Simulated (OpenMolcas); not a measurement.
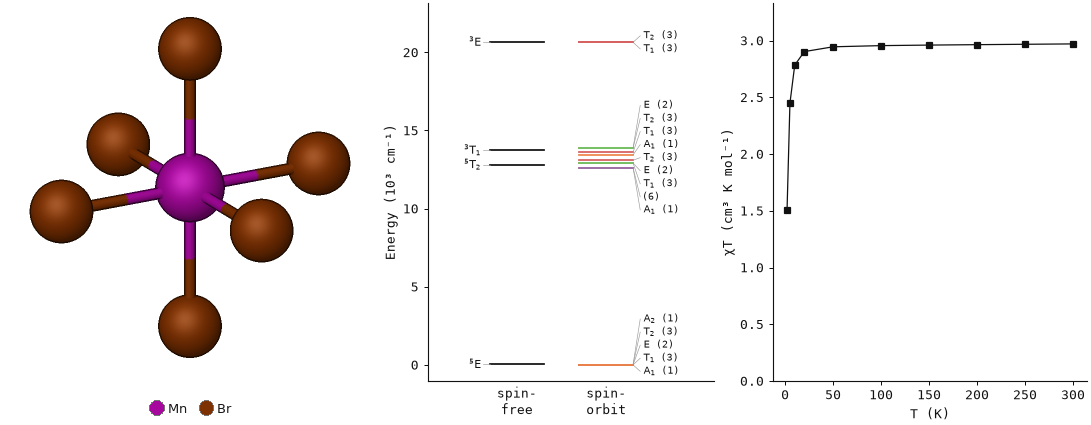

Mn³⁺ (3d⁴) as a dopant in Cs₂NaYBr₆, a cluster with its 6 nearest Br⁻ at 2.455 Å (octahedron) embedded in model potentials and point charges; the geometry was set, not optimised, and its levels and susceptibility. Labels give the representation in O, Td, D4 or D3 as the site allows (double group for half-integer spin) where it could be assigned and, in brackets, the degeneracy; spin-free states, where drawn, share the zero of the spin-orbit levels. The calculation used state-averaged CASSCF, active space 4 electrons in the shell 3d, basis ANO-RCC-VDZP on all atoms, DKH2 scalar Hamiltonian, spin-orbit coupling by RASSI with atomic mean-field integrals (OpenMolcas). Powder susceptibility by Van Vleck's formula.

Question: Give the ground level, the first gap and the ligand-field bands.

Answer: The ground level is A₁, non-degenerate, 100 % from states of spin multiplicity 5. The next level lies at 5.1 cm⁻¹ (T₁). The lowest spin-free state is ⁵E; of the same spin there follows at 12,800 cm⁻¹ (⁵T₂) above it. χT is 1.51 cm³ K mol⁻¹ at 2 K and 2.97 at 300 K, an effective moment of 4.87 μB. The active orbitals hold 85 to 97 % metal character (Löwdin), and the Mulliken charge of the metal is +0.84.

Note: orbital doublet at a regular site, Jahn-Teller distortion not allowed for; small active space favours high spin, ground spin may be wrong; covalent bonds, ligand orbitals missing from the active space; the geometry is set by hand, with no relaxation and no charge compensation.
